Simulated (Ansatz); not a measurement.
# SiNi3Mo2: exchanged sites

This session takes SiNi3Mo2 and sets out to find the cost of antisite disorder.

Program: Ansatz 0.2.0. Level of theory: DFT PBEsol, scalar-relativistic, plane waves, PAW. These are calculated values, not measurements.

## 1. Starting point

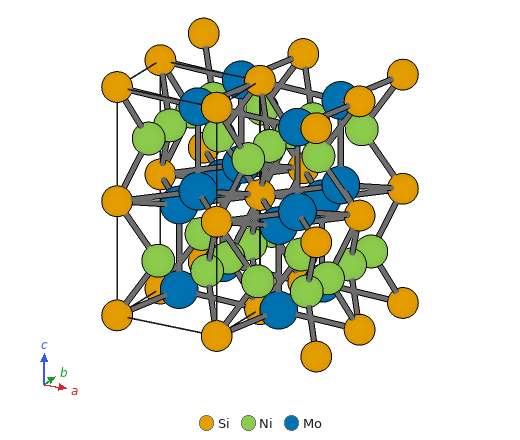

Start, viewed slightly off an axis; silicon amber, nickel green, molybdenum blue. 2×2×1 cells are drawn. Atoms on the faces are drawn again on the opposite ones.

Structure file:

```
Si Ni Mo
1.0
     4.69741    0.00000    0.00000
    -2.34871    4.06808    0.00000
     0.00000    0.00000    7.45797
Si Ni Mo
2 6 4
Cartesian
  0.0000 0.0000 0.0000
  0.0000 0.0000 3.7290
  0.0000 1.3799 5.5935
  1.1537 3.3781 5.5935
  -1.1537 3.3781 5.5935
  2.3487 2.6882 1.8645
  1.1951 0.6900 1.8645
  3.5024 0.6900 1.8645
  2.3487 1.3560 6.9745
  0.0000 2.7121 0.4835
  0.0000 2.7121 3.2455
  2.3487 1.3560 4.2125
```

It goes back to an entry of the Materials Project, which need not be the stable form.

This cell was relaxed beforehand with the same method: volume 11.88 Å³/atom, gap on the mesh none (metal).

Reference energy of this cell: -55667.4306 eV (12 atoms, 12×12×6 mesh, zero smearing).

## 2. Cell: Mo and Ni exchanged on 2 pairs of sites drawn at random in a supercell of the crystal

In a supercell of the relaxed crystal with 24 atoms, 2 Mo and as many Ni trade places (25 % of the Mo sites); all atoms are shaken by 0.02 Å.

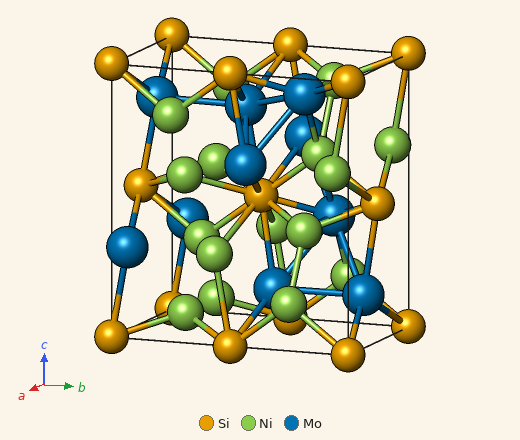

As built, seen slightly off an axis (silicon amber, nickel green, molybdenum blue). One cell is drawn; atoms on the faces stand again on the opposite ones.

## 3. Relaxing on a coarse mesh

A cheap relaxation: coarse mesh, no symmetry, loose thresholds.

File input.yaml:

```yaml
crystal:
  lattice:
    - [2.3487068092, 4.0680795255, 0.0]
    - [0.0, 0.0, 7.4579684161]
    - [7.0461204274, -4.0680795256, 0.0]
  atoms:
    - { symbol: Si, position: [0.0009367656, 0.9989512454, 0.0019603872] }
    - { symbol: Si, position: [0.5065688468, 0.9973006679, 0.5042519178] }
    - { symbol: Si, position: [0.000577556, 0.5001067953, 0.9996620028] }
    - { symbol: Si, position: [0.4934991349, 0.5018481211, 0.4998075688] }
    - { symbol: Ni, position: [0.2624612022, 0.7508912744, 0.9128622528] }
    - { symbol: Ni, position: [0.7516660301, 0.7492990307, 0.4130067232] }
    - { symbol: Mo, position: [0.7476981468, 0.7498452469, 0.9131283786] }
    - { symbol: Mo, position: [0.2398816261, 0.7457245508, 0.4162845671] }
    - { symbol: Ni, position: [0.5001289274, 0.7501772448, 0.6685984694] }
    - { symbol: Ni, position: [0.9935687491, 0.7461019015, 0.169874414] }
    - { symbol: Ni, position: [0.745518791, 0.2463451616, 0.0807707084] }
    - { symbol: Ni, position: [0.2479153932, 0.2492205588, 0.5814632782] }
    - { symbol: Ni, position: [0.2530368613, 0.250731336, 0.0835634096] }
    - { symbol: Ni, position: [0.7587099258, 0.2461397065, 0.5856279429] }
    - { symbol: Ni, position: [0.4995782806, 0.2522854201, 0.3296654634] }
    - { symbol: Ni, position: [0.0042225539, 0.2494326399, 0.8303510597] }
    - { symbol: Mo, position: [0.5049697096, 0.9371949022, 0.1661668673] }
    - { symbol: Ni, position: [0.0033986222, 0.9333739333, 0.6624711508] }
    - { symbol: Mo, position: [0.494093068, 0.0627892898, 0.8302116835] }
    - { symbol: Mo, position: [0.0067711432, 0.067108118, 0.3346881106] }
    - { symbol: Mo, position: [0.4959085703, 0.4379917881, 0.8269598675] }
    - { symbol: Ni, position: [0.001090338, 0.4335104681, 0.333729067] }
    - { symbol: Mo, position: [0.4996593288, 0.559848379, 0.1640179638] }
    - { symbol: Mo, position: [0.9938027964, 0.5633943855, 0.6685503521] }
  symmetry: { detect: false }
basis:
  ecutwfc: 420
kpoints:
  mp_grid: { grid: [3, 2, 2], shift: [0.0, 0.5, 0.5] }
hamiltonian:
  xc: pbesol
scf:
  occupations: { method: gaussian, width: 0.1 }
  lower_state_search: "off"
output:
  forces: true
  stress: true
  eigenvalues: true
relax:
  adjacent_minimum: "off"
  f_tol: 0.04
  max_steps: 50
  cell: { stress_tol: 0.3 }
```

Command:

```sh
> ansatz run input.yaml --threads 4 --pin off --max-ram 9216MiB --backend cpu --events-out ev --progress --plain --runs-dir out
```

The log of the run (excerpt; [...] marks lines left out):

```text
Warning: RAYON_NUM_THREADS=4 ignored (pool sized by the plan → 4); use --threads N
[...]
Pseudopotentials: kind: paw
Pseudopotential: Si, paw, valence charge 4, recommended cutoff 420 eV (normal), Si.paw.azcp
Pseudopotential: Ni, paw, valence charge 18, recommended cutoff 420 eV (normal), Ni.paw.azcp
Pseudopotential: Mo, paw, valence charge 14, recommended cutoff 420 eV (normal), Mo.paw.azcp
Functional definition: PBEsol
[...]
Crystal: 24 atoms, lattice volume = 285.035 Å³
Basis set: ecut = 420 eV, 5565 PW (Γ), exchange–correlation on 64×100×120 points (8 copies of the dense FFT grid, shifted against one another)
Bands: 207, of which v1, the nominal top of the filled ones, is band 172 counted from 1 (171 counted from 0)
Symmetry: 1 space group operations
k-points: 6 of 12 (time reversal used)
[...]
SCF iter   1: F=—  HF=-111329.403014 eV  |F-HF|=—  |Δ(HF+E_count)|=         —  Δρ=3.16e-2  dr2=2.18e0  ethr=1.77e-3  ⟨swp⟩=5.2  Hψ=4389  notcnv=0  defer=22
[...]
relax step   1: F+E_penalty+E_count = -111329.21862665 eV  Δ(F+E_penalty+E_count) = +0.000e0 eV  max|allowed force component| = 3.012e0 eV/Å  Δτ_max = 0.0000 Å  P = +9.318 GPa  Ω = 285.035 Å³  (9 SCF iters, dr2 threshold 1.00e-7 eV, accepted)
[...]
relax step   2: F+E_penalty+E_count = -111330.37177462 eV  Δ(F+E_penalty+E_count) = -1.153e0 eV  max|allowed force component| = 1.116e0 eV/Å  Δτ_max = 0.0811 Å  P = -0.109 GPa  Ω = 293.836 Å³  energy of the carried Pulay correction = -2.833e-3 eV  (8 SCF iters, dr2 threshold 2.40e-6 eV, accepted)
[...]
SCF iter   4: F=—  HF=-111330.496640 eV  |F-HF|=—  |Δ(HF+E_count)|=   2.67e-3  Δρ=1.04e-3  dr2=2.42e-3  ethr=6.27e-6  ⟨swp⟩=2.8  Hψ=2435  notcnv=0
```

## 4. More of the same log: Mo and Ni exchanged on 2 pairs of sites drawn at random in a supercell of the crystal

The log, continued (excerpt; [...] marks lines left out):

```text
SCF iter   5: F=—  HF=-111330.496205 eV  |F-HF|=—  |Δ(HF+E_count)|=   4.35e-4  Δρ=2.91e-4  dr2=2.35e-4  ethr=7.03e-7  ⟨swp⟩=2.0  Hψ=1644  notcnv=0
[...]
relax step   3: F+E_penalty+E_count = -111330.49609950 eV  Δ(F+E_penalty+E_count) = -1.243e-1 eV  max|allowed force component| = 8.362e-1 eV/Å  Δτ_max = 0.2000 Å  P = +2.135 GPa  Ω = 291.800 Å³  energy of the carried Pulay correction = -2.185e-3 eV  (8 SCF iters, dr2 threshold 2.40e-6 eV, accepted)
[...]
relax step   8: F+E_penalty+E_count = -111330.69242420 eV  Δ(F+E_penalty+E_count) = -1.823e-3 eV  max|allowed force component| = 3.379e-2 eV/Å  Δτ_max = 0.0114 Å  P = -0.003 GPa  Ω = 293.660 Å³  energy of the carried Pulay correction = -2.777e-3 eV  (7 SCF iters, dr2 threshold 1.45e-7 eV, accepted)
[...]
SCF converged after 6 iterations
Free energy (F): -111330.695825 eV
[...]
E sigma→0 (E₀):  -111330.648960 eV
Entropy (-TS):   -0.093729 eV (-3.905 meV/atom)
Fermi energy:    19.148896 eV
[...]
--- Forces (eV/Å), atoms counted from 1 ---
  atom   1  Si    -0.00070792    -0.00042867    -0.00942747
  atom   2  Si    -0.00123068    -0.00258723    -0.00651894
  atom   3  Si     0.00173857    -0.00037627     0.00777951
  atom   4  Si    -0.00217295     0.00231130     0.00634116
  atom   5  Ni    -0.00841902    -0.00077851    -0.00364774
  atom   6  Ni    -0.00250206    -0.00478249    -0.00351677
  atom   7  Mo    -0.01211860     0.00860939    -0.01607679
  atom   8  Mo     0.03367984    -0.00580444    -0.00322773
[...]
--- Stress (GPa, compression-positive) ---
        0.035822      -0.006760       0.006950
       -0.006760      -0.004440       0.001521
        0.006950       0.001521      -0.004913
  P = ⅓ Tr σ = 0.0088 GPa (0.088 kbar)
--- Band table (eV; the first three rows and the last of 6) ---
[...]
```

## 5. The output, continued: Mo and Ni exchanged on 2 pairs of sites drawn at random in a supercell of the crystal

The log, continued (excerpt; [...] marks lines left out):

```text
[...]
--- Relaxed structure (8 steps of the walk, 7 accepted, 1 SCFs on fresh bases) ---
  F+E_penalty+E_count = -111330.69582505 eV   max|allowed force component| = 3.368e-2 eV/Å   (the final SCF, on the basis selected at the relaxed cell)
  cell:  # Å, volume = 293.6597 Å³
    - [2.464202160574631, 4.141537148027994, 0.00620619806022935]
    - [-0.01070261208962467, 0.01755691513911612, 7.431868553331311]
    - [7.157451361075346, -4.005770276039273, -0.01968831355793834]
  atoms:
    - { symbol: Si, position: [0.018449148253954845, 1.0055868363710458, 0.006217955499029318] }
    - { symbol: Si, position: [0.5007654967709242, 1.008877382721043, 0.5031697229118215] }
    - { symbol: Si, position: [0.0091449498198614, 0.4867700830375578, 1.0054580171124572] }
    - { symbol: Si, position: [0.537135006654429, 0.49091610666374697, 0.5060115962948415] }
[...]
    - { symbol: Ni, position: [0.7629255925963065, 0.24441900706343533, 0.5849040713006011] }
    - { symbol: Ni, position: [0.5005197983614527, 0.25189530887821104, 0.33085820768968804] }
    - { symbol: Ni, position: [0.001873487362907801, 0.24304299494817314, 0.8289478047749749] }
    - { symbol: Mo, position: [0.5009670546086306, 0.9360857775759813, 0.16461491528651856] }
    - { symbol: Ni, position: [0.01359496067539554, 0.9409012307156154, 0.6603569680836764] }
    - { symbol: Mo, position: [0.512930866321767, 0.06466600451912304, 0.8366090324059239] }
    - { symbol: Mo, position: [0.007510986557410977, 0.06850876954869255, 0.3353828074219431] }
    - { symbol: Mo, position: [0.5061419867619253, 0.43286813171495914, 0.8353000056817566] }
    - { symbol: Ni, position: [-0.0260926713549448, 0.4331757558908274, 0.32616525358079584] }
    - { symbol: Mo, position: [0.49579058207167936, 0.5613704662453264, 0.17249927344597446] }
    - { symbol: Mo, position: [1.0152592206985354, 0.5628006068651545, 0.667536150816405] }
```

Wall time 3.1 min (4 threads of AMD EPYC 7R43 (Zen 3), shared host); peak memory 1.6 GiB.

Step by step:

```csv
step,energy from step 1 (eV/cell),largest force component (eV/Å),pressure (GPa),volume (Å³)
1,0.0000,3.0123,9.32,285.04
2,-1.1531,1.1162,-0.11,293.84
3,-1.2775,0.8362,2.13,291.80
4,-1.4523,0.1495,-0.04,293.67
5,-1.4541,0.1949,-0.16,293.81
6x,-1.4338,0.2991,-0.02,293.79
7,-1.4720,0.0481,0.03,293.59
8,-1.4738,0.0338,0.00,293.66
9,-1.4772,0.0337,0.01,293.66
```

Step 1 is the start. Step 9 repeats the geometry before on a plane-wave basis chosen anew for that cell, so the energy can jump there without any move; the table keeps such jumps. 1 step was tried and not accepted (marked x).

| input's cell | before | after | change |
| --- | --- | --- | --- |
| a (Å) | 4.697 | 4.819 | +2.6 % |
| b (Å) | 7.458 | 7.432 | -0.3 % |
| c (Å) | 8.136 | 8.202 | +0.8 % |
| α (°) | 90.00 | 90.28 | +0.28° |
| β (°) | 90.00 | 88.48 | -1.52° |
| γ (°) | 90.00 | 89.85 | -0.15° |
| volume (Å³/atom) | 11.88 | 12.24 | +3.0 % |

The atom that moved most is Si4, by 0.23 Å, apart from the change of the cell.

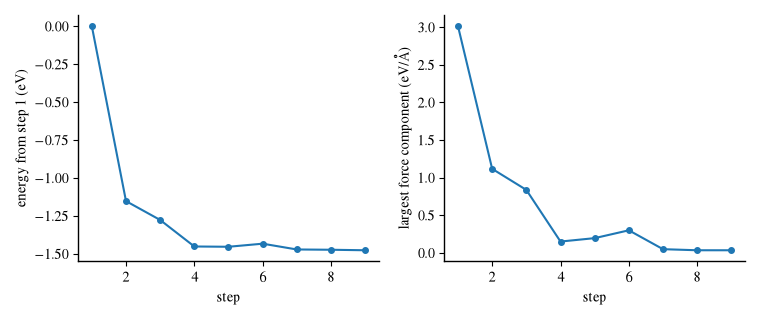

Energy and largest force along the relaxation.

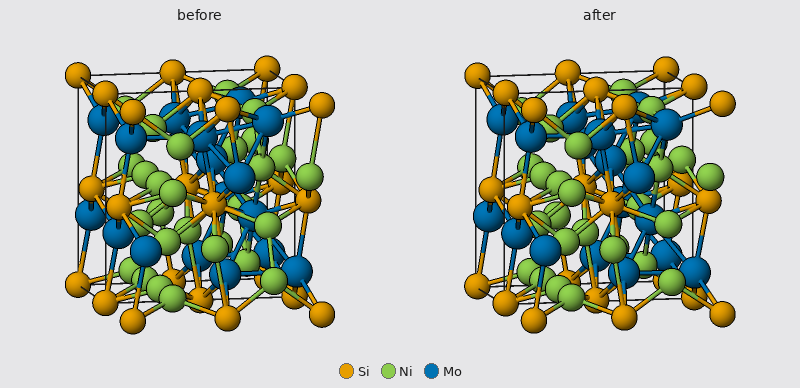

Before and after, at one scale, seen slightly off an axis. 2×1×1 cells are drawn; atoms on the faces stand again on the opposite ones.

## 6. Single point of the final cell

File input.yaml:

```yaml
crystal:
  lattice:
    - [2.464202, 4.141537, 0.006206]
    - [-0.010703, 0.017557, 7.431869]
    - [7.157451, -4.00577, -0.019688]
  atoms:
    - { symbol: Si, position: [0.0184491483, 0.0055868364, 0.0062179555] }
    - { symbol: Si, position: [0.5007654968, 0.0088773827, 0.5031697229] }
    - { symbol: Si, position: [0.0091449498, 0.486770083, 0.0054580171] }
    - { symbol: Si, position: [0.5371350067, 0.4909161067, 0.5060115963] }
    - { symbol: Ni, position: [0.2480030687, 0.7449704368, 0.9221014299] }
    - { symbol: Ni, position: [0.7421282291, 0.7589403947, 0.4186763354] }
    - { symbol: Mo, position: [0.7417385548, 0.75091076, 0.8921187607] }
    - { symbol: Mo, position: [0.2251184915, 0.7423813264, 0.4013612674] }
    - { symbol: Ni, position: [0.4645186002, 0.7536122644, 0.6613716957] }
    - { symbol: Ni, position: [0.9673180669, 0.7445503062, 0.1628912774] }
    - { symbol: Ni, position: [0.7489910087, 0.2451645525, 0.0861328993] }
    - { symbol: Ni, position: [0.2479663751, 0.2561459686, 0.5824060585] }
    - { symbol: Ni, position: [0.2629635062, 0.2510516933, 0.0865820999] }
    - { symbol: Ni, position: [0.7629255926, 0.2444190071, 0.5849040713] }
    - { symbol: Ni, position: [0.5005197984, 0.2518953089, 0.3308582077] }
    - { symbol: Ni, position: [0.0018734874, 0.2430429949, 0.8289478048] }
    - { symbol: Mo, position: [0.5009670546, 0.9360857776, 0.1646149153] }
    - { symbol: Ni, position: [0.0135949607, 0.9409012307, 0.6603569681] }
    - { symbol: Mo, position: [0.5129308663, 0.0646660045, 0.8366090324] }
    - { symbol: Mo, position: [0.0075109866, 0.0685087695, 0.3353828074] }
    - { symbol: Mo, position: [0.5061419868, 0.4328681317, 0.8353000057] }
    - { symbol: Ni, position: [0.9739073286, 0.4331757559, 0.3261652536] }
    - { symbol: Mo, position: [0.4957905821, 0.5613704662, 0.1724992734] }
    - { symbol: Mo, position: [0.0152592207, 0.5628006069, 0.6675361508] }
basis:
  ecutwfc: 420
kpoints:
  mp_grid: { grid: [7, 5, 4] }
hamiltonian:
  xc: pbesol
scf:
  occupations: { method: gaussian, width: 0.1 }
  n_extra_bands: 12
output:
  forces: true
  stress: true
  eigenvalues: true
  populations: true
  dos:
    method: { smearing: { sigma: 0.1, scheme: gaussian } }
    projected: true
    de: 0.02
```

Command:

```sh
> ansatz run input.yaml --threads 4 --pin off --max-ram 9216MiB --backend cpu --events-out ev --progress --plain --runs-dir out
```

The log of the run (excerpt; [...] marks lines left out):

```text
Warning: RAYON_NUM_THREADS=4 ignored (pool sized by the plan → 4); use --threads N
scf.n_extra_bands = 12 over 172 filled bands (N_el = 344.0): the run solves 184 bands
[...]
Pseudopotentials: kind: paw
Pseudopotential: Si, paw, valence charge 4, recommended cutoff 420 eV (normal), Si.paw.azcp
Pseudopotential: Ni, paw, valence charge 18, recommended cutoff 420 eV (normal), Ni.paw.azcp
Pseudopotential: Mo, paw, valence charge 14, recommended cutoff 420 eV (normal), Mo.paw.azcp
Functional definition: PBEsol
[...]
Crystal: 24 atoms, lattice volume = 293.660 Å³
Basis set: ecut = 420 eV, 5735 PW (Γ), exchange–correlation on 72×100×120 points (8 copies of the dense FFT grid, shifted against one another)
Bands: 184, of which v1, the nominal top of the filled ones, is band 172 counted from 1 (171 counted from 0)
Symmetry: 1 space group operations
Space group: P1 (ITA 1), of the structure as read, at distance tolerance 6.6e-5 Å
[...]
  atom   8  Mo     0.09356677    -0.08404598     0.02824221
[...]
--- Stress (GPa, compression-positive) ---
        0.032503       0.020755       0.190671
        0.020755       0.218261      -0.027143
        0.190671      -0.027144      -0.192833
  P = ⅓ Tr σ = 0.0193 GPa (0.193 kbar)
--- Band table (eV; the first three rows and the last of 71) ---
[...]
--- Löwdin populations: 24 sites ---
  site symbol       q [e]
     0     Si      4.3285
     1     Si      4.3656
     2     Si      4.3159
     3     Si      4.3470
     4     Ni     17.5219
     5     Ni     17.5416
     6     Mo     14.0914
     7     Mo     14.1270
     8     Ni     17.5474
     9     Ni     17.5228
    10     Ni     17.5833
    11     Ni     17.6079
    12     Ni     17.5656
    13     Ni     17.5894
    14     Ni     17.6039
    15     Ni     17.5815
    16     Mo     13.9991
    17     Ni     17.5573
    18     Mo     14.0573
    19     Mo     14.0806
    20     Mo     14.0336
    21     Ni     17.5683
    22     Mo     14.0398
    23     Mo     14.0755
  spilling = 0.009732 (of n_electrons = 344.000000)
```

It took 4.6 min on 4 threads of AMD EPYC 7R43 (Zen 3), shared host; peak memory 3.4 GiB.

Site by site:

```csv
atom,Löwdin electrons
Si1,4.33
Si2,4.37
Si3,4.32
Si4,4.35
Ni5,17.52
Ni6,17.54
Mo7,14.09
Mo8,14.13
Ni9,17.55
Ni10,17.52
Ni11,17.58
Ni12,17.61
Ni13,17.57
Ni14,17.59
Ni15,17.60
Ni16,17.58
Mo17,14.00
Ni18,17.56
Mo19,14.06
Mo20,14.08
Mo21,14.03
Ni22,17.57
Mo23,14.04
Mo24,14.08
```

The Löwdin counts miss 3.35 of the 344 electrons, which the atomic orbitals do not span, so they are no charges.

From dos.tsv and pdos.tsv, broadened by 0.1 eV: states an atom by window (eV from the Fermi level), up to where the solved bands end:

```csv
from,to,total,Ni 3d,Mo 4d,Si 3p,Ni 4s,Mo 5s
-8,-7,0.021,0.002,0.003,0.007,0.006,0.001
-7,-6,0.287,0.033,0.051,0.083,0.069,0.029
-6,-5,0.425,0.102,0.114,0.111,0.054,0.031
-5,-4,0.798,0.354,0.234,0.105,0.049,0.040
-4,-3,1.432,0.944,0.340,0.055,0.032,0.028
-3,-2,1.714,1.179,0.353,0.050,0.041,0.028
-2,-1,1.497,1.143,0.250,0.032,0.016,0.016
-1,0,1.121,0.627,0.385,0.038,0.018,0.017
```

The projections are the largest ones alone and need not add up to the total; deeper states lie under the table's range.

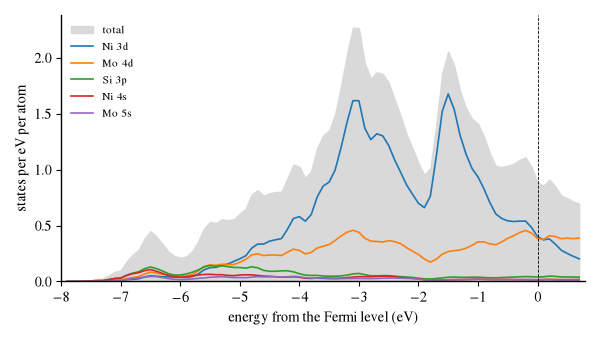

Total and projected density of states; the dashed line is the Fermi level, which lies in the gap where there is one.

In this step's main run the largest force is 0.13 eV/Å and the pressure 0.0 GPa.

Local order, counting as bonded all pairs within 1.2 times the summed covalent radii:

```csv
atom → neighbour,mean count,mean length (Å),spread (Å)
Si → Ni,5.75,2.34,0.12
Si → Mo,5.50,2.75,0.11
Ni → Si,1.92,2.34,0.12
Ni → Ni,5.00,2.54,0.18
Ni → Mo,5.33,2.72,0.15
Mo → Si,2.75,2.75,0.11
Mo → Ni,8.00,2.72,0.15
Mo → Mo,4.25,2.80,0.12
```

Coordination numbers: Si 11-fold × 3, 12-fold × 1; Ni 11-fold × 1, 12-fold × 9, 13-fold × 1, 15-fold × 1; Mo 12-fold × 2, 16-fold × 6.

| Property | Result |
| --- | --- |
| energy over the crystal (meV/atom) | 176.3 |
| energy an exchange (eV) | 2.12 |
| volume over the crystal's (ratio) | 1.030 |
| gap on the mesh (eV) | 0.00 |
| mean shift from the ideal sites (Å) | 0.11 |

## 7. Outcome

| quantity | value |
| --- | --- |
| Mo and Ni exchanged on 5 pairs of sites drawn at random in a supercell of the crystal (run before this session) | energy over the crystal 230.2 meV/atom; energy an exchange 1.11 eV; volume over the crystal's 1.043; gap on the mesh 0.00 eV; mean shift from the ideal sites 0.57 Å |
| Mo and Ni exchanged on 2 pairs of sites drawn at random in a supercell of the crystal | energy over the crystal 176.3 meV/atom; energy an exchange 2.12 eV; volume over the crystal's 1.030; gap on the mesh 0.00 eV; mean shift from the ideal sites 0.11 Å |

What this shows: An exchange costs 2.12 eV with 2 pairs and 1.11 eV each with 5. An atom leaves its site by 1.3 Å, so the lattice has not survived in every cell. Each cell is a single random draw in a small box, so another draw would give other numbers. The crystal stands on its own mesh, so a few meV/atom of the differences may come from the meshes. Spin polarisation is off in the runs that give these values; a magnetic solution could lie lower.
